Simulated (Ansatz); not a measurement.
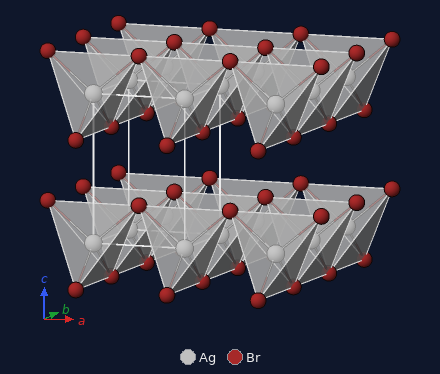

Polyhedra are drawn about Ag (bonds: Ag–Br below 2.9 Å); other atoms are plain spheres.

AgBr₂ (space group P-4m2, No. 115). Coordinates: coordinates from a relaxation with DFT PBE, scalar-relativistic, plane waves, PAW (Ansatz); the starting structure was generated, so it need not be a known form of this composition.

Sharing among the drawn polyhedra:

```
site         polyhedron  corner-sharing neighbours  edge-sharing  face-sharing  bond (Å)
  Ag  AgBr4 tetrahedron                          4             0             0      2.61
```

They form layers of corner-sharing tetrahedra parallel to (001).
